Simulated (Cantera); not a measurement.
Charge: 1 mol MgSO₄, 0.019 mol C, 0.036 mol H₂, equilibrated at 452 °C.

These are equilibrium values from Cantera (NASA tables, ideal gas, pure condensed phases), not measurements of a reactor. Candidate condensed phases: C, C₆H₆, C₇H₈, C₈H₁₈, H₂O, H₂SO₄, Mg, MgCO₃, MgO, Mg(OH)₂, MgS, MgSO₄, S; 130 gas species. Gases not in the tables: S₃ to S₇. Kinetics and transport are ignored.

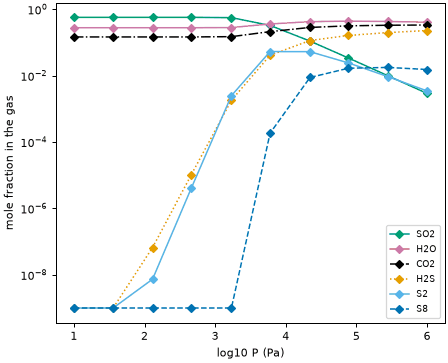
*Equilibrium gas composition (values under 1e-9 drawn at 1e-9)*

### Question
Read off the mole fractions at 4.60 mbar.

### Answer
SO₂ about 0.57, H₂O about 0.28, CO₂ about 0.15, H₂S about 1.0e-5, S₂ about 4.1e-6.
